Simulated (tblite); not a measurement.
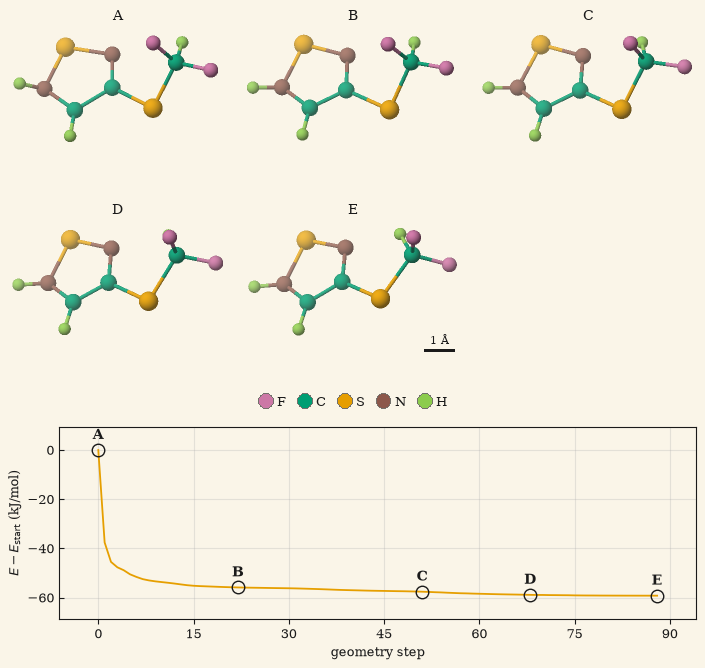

Frames of a relaxation of C3H3F2N2S2 (multiplicity 2), marked on the history of the run. Style: ball-and-stick. Shown at a tilt.

All numbers below come from GFN2-xTB geometry optimisation, gas phase (tblite 0.8.0). 

### What happens along the run?

Over 88 geometry steps the energy falls by 59.2 kJ/mol. An F atom moves most after the best rigid fit: 0.93 Å. Largest moves by element: F 0.93 Å, H 0.72 Å, S 0.63 Å, C 0.35 Å, N 0.29 Å. Among the contacts that change: C–C 1.479 → 1.371 Å, C–N 1.465 → 1.383 Å, N–S 1.708 → 1.631 Å, N–S 1.669 → 1.722 Å. Among the angles between lasting bonds that change: C–N–H 113.3° → 121.9°, S–N–H 112.1° → 120.7°, S–C–H 114.0° → 108.5°. Groups turn about C–S by about 50°, C–S by about 25°. From step 0 to 22: an H atom moves most (0.24 Å), energy −55.8 kJ/mol. From step 22 to 51: an F atom moves most (0.33 Å), energy −1.73 kJ/mol. From step 51 to 68: an F atom moves most (0.34 Å), energy −1.28 kJ/mol. From step 68 to 88: an F atom moves most (0.30 Å), energy −0.33 kJ/mol.

```csv
step,"E − E(0), kJ/mol"
0,0.00
1,-37.57
2,-45.46
3,-47.65
4,-48.84
5,-50.51
6,-51.57
7,-52.47
8,-53.00
9,-53.38
10,-53.67
14,-54.94
18,-55.50
22,-55.85
26,-56.03
31,-56.23
35,-56.55
39,-56.92
43,-57.18
47,-57.36
51,-57.58
55,-58.00
59,-58.35
63,-58.61
67,-58.81
72,-58.97
76,-59.10
80,-59.15
84,-59.18
88,-59.19
```
